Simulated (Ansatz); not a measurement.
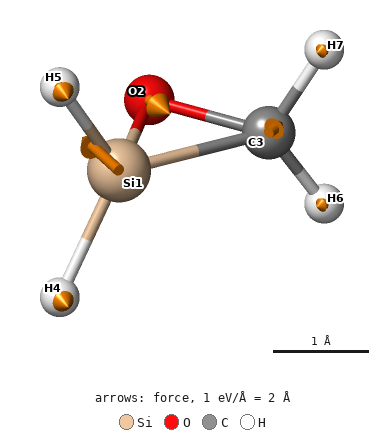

Starting geometry of CH4OSi with the computed forces as orange arrows. The picture is a ball-and-stick view, seen at a tilt.

It is one of the separated products of a reaction.

Method: RKS PBE0-D4/def2-TZVP in Ansatz 0.2.0. Settings: force threshold 0.005 eV/Å; at most 200 steps.

> Is this structure relaxed? If not, where do the atoms go?

It isn't relaxed: the largest force vector, on Si1, is 0.43 eV/Å. The final displacements follow the starting forces only in part (cosine between the two patterns 0.70). Si1 moves most after the best rigid fit: 0.039 Å. By element the largest moves are Si 0.039 Å, H 0.022 Å, O 0.022 Å, C 0.002 Å. Near-neighbour distances that change, for instance: Si1–O2 1.670 → 1.662 Å. Bond angles that change, for instance: O2–Si1–H4 114.7° → 116.9°. After 6 geometry steps the energy has fallen by 0.25 kcal/mol. Largest force component: 0.4 eV/Å at the start, 0.00056 eV/Å at the end. Cost: 6.5 s on 4 threads of Arm Neoverse V2, on a shared host.
